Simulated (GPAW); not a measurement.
What a tighter setting buys: ecut, K2RhAuF6 (Fm-3m, 10 atoms in the cell)

Cell: a = 6.2399 Å, b = 6.2399 Å, c = 6.2399 Å, α = 60.00°, β = 60.00°, γ = 60.00°.

Method: PBEsol, GPAW PAW datasets PBEsol (made by gpaw-setup) (plane waves; GPAW).

Base settings: mode = pw; ecut = 900 eV; xc = PBEsol; kpts = 3 3 3; mesh shift (steps) = 0 0 0; occupations.name = methfessel-paxton; occupations.width = 0.02 eV; occupations.order = 0; nbands = -6; convergence.forces = 0.001 eV/Å.

Misses are taken against the tightest run, 1350 eV, which need not be fully converged itself. The energy is the free energy per atom.

The count of work is k-points × plane waves × bands × iterations; it is no time, and leaves out set-up, grids and terms that scale otherwise. Core times come from one kind of shared machine and are given to one figure; runs under 30 s give none.

The starting cell comes from a database of computed structures (which also holds hypothetical and non-ambient phases and stackings), without a prior relaxation at this level. Spin-orbit coupling is off.

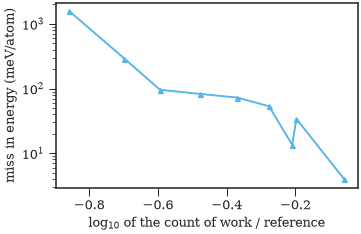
Miss against the count of work; the reference run is not drawn, and misses under 0.1 meV/atom are drawn there.

| ecut | energy less reference (meV/atom) | largest difference in the force on any atom (eV/Å) | gap on the mesh less reference (eV) | count of work / reference | core time / reference (rough) |
|---|---|---|---|---|---|
| 360 eV | 1570.86 | 0.049 | -0.048 | 0.14 | 0.2 |
| 450 eV | 290.76 | 0.015 | -0.009 | 0.20 | 0.2 |
| 540 eV | 95.79 | 0.004 | -0.003 | 0.25 | 0.4 |
| 630 eV | 82.67 | 0.004 | -0.003 | 0.33 | 0.4 |
| 720 eV | 72.54 | 0.005 | -0.003 | 0.43 | 0.4 |
| 810 eV | 53.25 | 0.001 | -0.002 | 0.53 | 0.5 |
| 900 eV | 33.87 | 0.001 | -0.001 | 0.64 | 0.9 |
| 1035 eV | 13.51 | 0.001 | -0.001 | 0.62 | 0.6 |
| 1170 eV | 3.93 | 0.000 | 0.000 | 0.88 | 0.8 |
| 1350 eV | 0.00 | 0.000 | 0.000 | 1.0 | 1 |

The last two settings still differ by 3.9 meV/atom, so the table cannot show that the reference is converged.

Coarsest setting among those run that, with all tighter ones, holds the energy within 20 meV/atom of the reference: 1035 eV, off by 14 meV/atom; its saving against the reference is no more than about a factor of 2 in the count of work.

Coarsest setting among those run that, with all tighter ones, holds the energy within 10 meV/atom of the reference: 1170 eV, off by 3.9 meV/atom; its saving against the reference is no more than about a factor of 2 in the count of work.

Smallest miss in the energy for at most 0.3 times the reference's count of work: 540 eV, with a miss of 96 meV/atom at a count of 0.25.

The step from 360 eV to 900 eV: it takes the miss in the energy from 1600 to 34 meV/atom, for 4.6 times the count of work and roughly 4 times the time.
